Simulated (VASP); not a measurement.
Band structure of Ga4As3P (ordered alloy cell). Level of theory: PBEsol GGA, VASP's PBE PAW potentials (set 64) (plane waves; VASP).

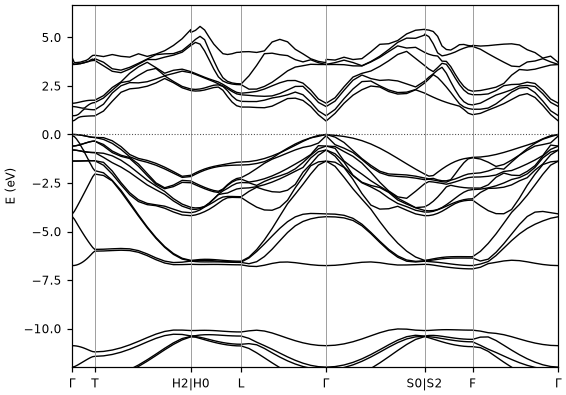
Figure: Bands along high-symmetry lines, zero at the valence-band maximum or, without a gap, the Fermi level

### Question
Read the plot: is there a gap, and where are the band edges?

### Answer
The gap is direct, 0.69 eV, from the valence maximum at Γ to the conduction minimum at Γ. (Edges off the drawn lines would not show.)

The structure was generated: Ga4As3P was put into an ordered model structure (R3m), which need not be its known phase. It was relaxed first.
